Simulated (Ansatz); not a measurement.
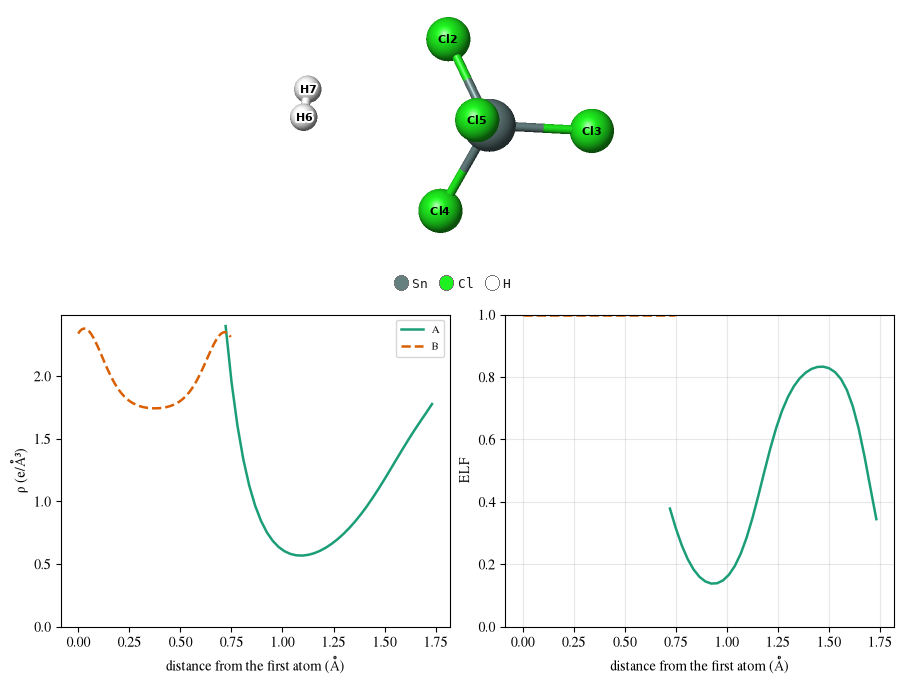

The picture shows: Cl₄Sn···H₂. Electron density and ELF along straight lines between neighbouring atoms. The curves leave out the atomic cores. The structure is drawn too.

Core potentials replace the inner electrons of Sn.

Theory: RHF/def2-SVP (Ansatz).

Input file:

```
crystal:
  periodic: [false, false, false]
  atoms:
    - { symbol: Sn, position_ang: [0.201303, 0.0, -0.020477] }
    - { symbol: Cl, position_ang: [0.295106, 0.0, 2.35547] }
    - { symbol: Cl, position_ang: [2.379362, 0.0, -0.79414] }
    - { symbol: Cl, position_ang: [-0.847553, 1.901015, -0.802196] }
    - { symbol: Cl, position_ang: [-0.847553, -1.901015, -0.802196] }
    - { symbol: H, position_ang: [-2.546111, 0.0, 1.048638] }
    - { symbol: H, position_ang: [-2.189754, 0.0, 1.663402] }
basis:
  gaussian: { orbitals: def2-SVP }
hamiltonian:
  xc: hf
relax:
  f_tol: 0.03
  max_steps: 50
output:
  orbitals: {}
```

Command:

```sh
ansatz run input.yaml --threads 2 --pin off --max-ram 3072MiB --backend cpu --events-out ev --progress --plain --runs-dir out
```

The fields are those of the run's last geometry, not of the input's.

Which curve belongs to which contact (H–H and Sn–Cl)? The first atom named is at distance zero.

Answer. Curve A: Sn–Cl (2.31 Å): the density is about 0.59 e/Å³ at the midpoint; the ELF peaks at about 0.85 in the valence shell of Cl, 0.8 Å from its nucleus, and drops to about 0.15 between the two atoms. Curve B: H–H (0.75 Å): the density is about 1.7 e/Å³ at the midpoint; the ELF peaks at about 1 between the atoms.
